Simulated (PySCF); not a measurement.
# C₇H₉NS: magnetic properties

Wanted: magnetic properties for C₇H₉NS (`C=Cn1cc(C)c(S)c1`).

Computed with PySCF 2.14.0 and routines of our own; the level stands in each step. Atoms count from 0.

## Step 1: The system as given

18 atoms, charge 0, multiplicity 1; geometry from: GFN2-xTB.

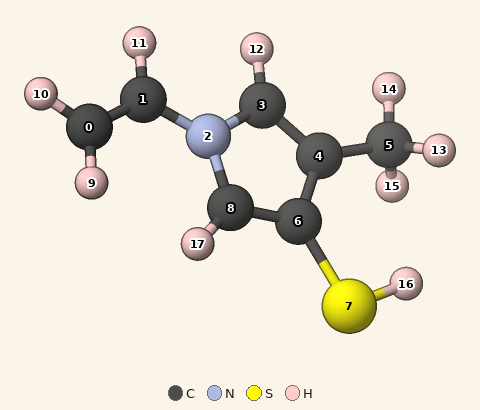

The starting geometry (carbon dark grey, nitrogen light blue, sulfur yellow, hydrogen pink).

## Step 2: Magnetic properties: GIAO B97-2/pcSseg-1

Job settings and geometry (Å):

```
{"job": {"kind": "mag", "xc": "B97-2", "basis": "pcSseg-1", "isotopologues": 0}, "charge": 0, "multiplicity": 1}
C      3.355315     0.331457     0.369674
C      2.308014    -0.482343     0.378589
N      0.995154    -0.127960     0.128236
C     -0.052937    -1.007010     0.151454
C     -1.215717    -0.349705    -0.136328
C     -2.584226    -0.932238    -0.214772
C     -0.848501     1.009883    -0.346111
S     -1.914100     2.352436    -0.751611
C      0.505533     1.111906    -0.177468
H      3.274872     1.382291     0.159319
H      4.339439    -0.044413     0.578304
H      2.424688    -1.536401     0.594936
H      0.099205    -2.045731     0.371733
H     -3.248857    -0.463273     0.511933
H     -2.543090    -1.997846    -0.005392
H     -3.009671    -0.792063    -1.209264
H     -3.024163     1.620606    -0.764638
H      1.130282     1.976723    -0.256916
```

Level: GIAO B97-2/pcSseg-1 magnetisability, rotational g tensor and spin-rotation constants, non-relativistic, gas phase.

Run with:

```bash
$ OMP_NUM_THREADS=1 python excited_run.py task.json out
```

One launch serves the whole session: the jobs run in the order shown.

Log:

```text
coarse grid: 15872 points
cycle   1  E = -724.8239188238  dE =  1.602e+00  |g| = 4.552e-01  |ddm| = 4.222e+00
cycle   2  E = -724.7855687646  dE =  3.835e-02  |g| = 6.175e-01  |ddm| = 1.044e+00
cycle   3  E = -724.8743781844  dE = -8.881e-02  |g| = 1.575e-01  |ddm| = 6.391e-01
cycle   4  E = -724.8803849378  dE = -6.007e-03  |g| = 3.000e-02  |ddm| = 1.698e-01
cycle   5  E = -724.8805766156  dE = -1.917e-04  |g| = 1.327e-02  |ddm| = 4.578e-02
cycle   6  E = -724.8806211614  dE = -4.455e-05  |g| = 3.359e-03  |ddm| = 1.605e-02
cycle   7  E = -724.8806236310  dE = -2.470e-06  |g| = 1.373e-03  |ddm| = 5.172e-03
final grid: 149544 points
cycle   8  E = -724.9234797669  dE = -8.669e-05  |g| = 3.707e-03  |ddm| = 6.105e-02
cycle   9  E = -724.9234762627  dE =  3.504e-06  |g| = 5.030e-03  |ddm| = 1.089e-02
cycle  10  E = -724.9234831448  dE = -6.882e-06  |g| = 8.818e-04  |ddm| = 6.565e-03
cycle  11  E = -724.9234832884  dE = -1.436e-07  |g| = 4.650e-04  |ddm| = 1.210e-03
cycle  12  E = -724.9234833425  dE = -5.417e-08  |g| = 8.507e-05  |ddm| = 5.027e-04
cycle  13  E = -724.9234833436  dE = -1.072e-09  |g| = 5.114e-05  |ddm| = 1.096e-04
cycle  14  E = -724.9234833442  dE = -5.678e-10  |g| = 1.455e-05  |ddm| = 5.165e-05
converged SCF energy = -724.9234833442

Magnetisability tensor (1e-30 J/T^2)
    -1394.93       39.36       69.10
       39.36    -1270.82     -123.95
       69.10     -123.95    -1913.09
isotropic -1526.28   principal values   -1946.44  -1389.40  -1243.01
isotropic susceptibility -91.915 1e-6 cm^3/mol

Inertial axes            a          b          c
rot. const./GHz      2.5641     0.9125     0.6759
chi total           -83.479    -75.048   -117.217
chi diamagnetic    -598.466  -1424.079  -1890.477
chi paramagnetic    514.987   1349.031   1773.260
quadrupole/D A        8.363      3.391    -11.753
g nuclear            0.5886     0.5647     0.5691
g electronic        -0.6204    -0.5783    -0.5630
g total             -0.0318    -0.0137     0.0061

Spin-rotation constants (kHz, H = +C I.J)
atom  isotope        aa         bb         cc
  2    14N        0.374      0.124      0.038
  9     1H       -0.179      0.046     -0.078
 10     1H        0.218     -0.099     -0.080
 11     1H       -0.126      0.042     -0.075
 12     1H       -0.161      0.059     -0.081
 13     1H       -0.147     -0.095     -0.017
 14     1H       -0.235      0.019     -0.075
 15     1H       -0.146     -0.095     -0.017
 16     1H       -0.140     -0.018     -0.081
 17     1H       -0.213      0.081     -0.075
  0    13C*       0.969      0.253      0.080
  1    13C*       1.116      0.314      0.121
  3    13C*       0.743      0.379      0.132
  4    13C*       0.922      0.359      0.097
  5    13C*       0.355      0.126      0.085
  6    13C*       0.986      0.329      0.105
  7    33S*       0.328      0.272      0.144
  8    13C*       0.751      0.371      0.107
* in the singly substituted isotopologue
```

It took 36 s on 1 thread of Arm Neoverse V2, shared host; peak memory 1 GiB.

In short:

| quantity | value |
| --- | --- |
| magnetisability | -1526·10⁻³⁰ J/T² |
| molar susceptibility | -91.9·10⁻⁶ cm³/mol |
| rotational g (a, b, c) | -0.0318, -0.0137, 0.0061 |

## Step 3: Magnetic properties: GIAO B97-2/3-21G, grid 3

Settings changed since step 2:

```diff
@@ -1,2 +1,2 @@
-{"job": {"kind": "mag", "xc": "B97-2", "basis": "pcSseg-1", "isotopologues": 0}, "charge": 0, "multiplicity": 1}
+{"job": {"kind": "mag", "xc": "B97-2", "basis": "3-21G", "grid": 3}, "charge": 0, "multiplicity": 1}
 C      3.355315     0.331457     0.369674
```

With the program's defaults for keys left out, this is: GIAO B97-2/3-21G magnetisability, rotational g tensor and spin-rotation constants, non-relativistic, gas phase.

Log:

```text
coarse grid: 15872 points
cycle   1  E = -721.1269906119  dE =  1.282e+00  |g| = 3.954e-01  |ddm| = 4.663e+00
cycle   2  E = -721.0956789085  dE =  3.131e-02  |g| = 5.456e-01  |ddm| = 1.126e+00
cycle   3  E = -721.1670842114  dE = -7.141e-02  |g| = 1.223e-01  |ddm| = 6.702e-01
cycle   4  E = -721.1709995456  dE = -3.915e-03  |g| = 2.365e-02  |ddm| = 1.771e-01
cycle   5  E = -721.1711136482  dE = -1.141e-04  |g| = 1.178e-02  |ddm| = 3.816e-02
cycle   6  E = -721.1711510367  dE = -3.739e-05  |g| = 1.809e-03  |ddm| = 1.643e-02
cycle   7  E = -721.1711517940  dE = -7.573e-07  |g| = 8.385e-04  |ddm| = 3.536e-03
final grid: 219880 points
cycle   8  E = -721.2008313626  dE = -4.281e-05  |g| = 6.272e-03  |ddm| = 3.147e-02
cycle   9  E = -721.2008282888  dE =  3.074e-06  |g| = 7.062e-03  |ddm| = 1.876e-02
cycle  10  E = -721.2008425539  dE = -1.427e-05  |g| = 1.029e-03  |ddm| = 1.101e-02
cycle  11  E = -721.2008428389  dE = -2.850e-07  |g| = 1.796e-04  |ddm| = 1.288e-03
cycle  12  E = -721.2008428458  dE = -6.939e-09  |g| = 8.574e-05  |ddm| = 2.684e-04
cycle  13  E = -721.2008428476  dE = -1.796e-09  |g| = 2.145e-05  |ddm| = 1.097e-04
cycle  14  E = -721.2008428477  dE = -1.080e-10  |g| = 1.050e-05  |ddm| = 3.759e-05
converged SCF energy = -721.2008428477

Magnetisability tensor (1e-30 J/T^2)
    -1485.94       28.05       70.06
       28.05    -1384.77     -119.44
       70.06     -119.44    -1996.03
isotropic -1622.24   principal values   -2028.64  -1477.65  -1360.44
isotropic susceptibility -97.694 1e-6 cm^3/mol

Inertial axes            a          b          c
rot. const./GHz      2.5641     0.9125     0.6759
chi total           -88.696    -82.217   -122.168
chi diamagnetic    -598.482  -1422.906  -1888.889
chi paramagnetic    509.786   1340.688   1766.722
quadrupole/D A        9.944      2.952    -12.896
g nuclear            0.5886     0.5647     0.5691
g electronic        -0.6141    -0.5748    -0.5610
g total             -0.0255    -0.0101     0.0082

Spin-rotation constants (kHz, H = +C I.J)
atom  isotope        aa         bb         cc
  2    14N        0.299      0.099      0.027
  9     1H       -0.197      0.037     -0.085
 10     1H        0.189     -0.102     -0.087
 11     1H       -0.151      0.037     -0.082
 12     1H       -0.171      0.045     -0.089
 13     1H       -0.179     -0.104     -0.022
 14     1H       -0.258      0.007     -0.082
 15     1H       -0.179     -0.104     -0.022
 16     1H       -0.182     -0.036     -0.090
 17     1H       -0.218      0.064     -0.082
  0    13C*       0.789      0.210      0.057
  1    13C*       0.906      0.252      0.090
  3    13C*       0.600      0.304      0.101
  4    13C*       0.735      0.285      0.073
  5    13C*       0.263      0.092      0.061
  6    13C*       0.787      0.263      0.080
  7    33S*       0.288      0.203      0.109
  8    13C*       0.611      0.294      0.081
* in the singly substituted isotopologue
```

It took 17 s on 1 thread of Arm Neoverse V2, shared host; peak memory 0.59 GiB.

Key values:

| quantity | value |
| --- | --- |
| magnetisability | -1622·10⁻³⁰ J/T² |
| molar susceptibility | -97.7·10⁻⁶ cm³/mol |
| rotational g (a, b, c) | -0.0255, -0.0101, 0.0082 |

## Step 4: Magnetic properties side by side

| level | ξ (10⁻³⁰ J/T²) | g(a) | g(b) | gap (eV) | functions | time |
| --- | --- | --- | --- | --- | --- | --- |
| GIAO B97-2/pcSseg-1 | -1526 | -0.0318 | -0.0137 | 5.11 | 205 | 36 s |
| GIAO B97-2/3-21G, grid 3 | -1622 | -0.0255 | -0.0101 | 5.35 | 103 | 17 s |

## Step 5: What came out

```
                                            quantity                      value
       magnetisability (step 2, GIAO B97-2/pcSseg-1)           -1526·10⁻³⁰ J/T²
  molar susceptibility (step 2, GIAO B97-2/pcSseg-1)         -91.9·10⁻⁶ cm³/mol
rotational g (a, b, c) (step 2, GIAO B97-2/pcSseg-1)   -0.0318, -0.0137, 0.0061
                     magnetisability over the levels  -1622 to -1526·10⁻³⁰ J/T²
```

What this shows: The magnetisability spreads by 6.1 % over 2 levels, from GIAO B97-2/3-21G, grid 3 (17 s) to GIAO B97-2/pcSseg-1 (36 s); the runs took 17 s to 36 s. Two levels can agree by chance, so this spread shows no convergence. Vibrational averaging and real surroundings are missing from these values.
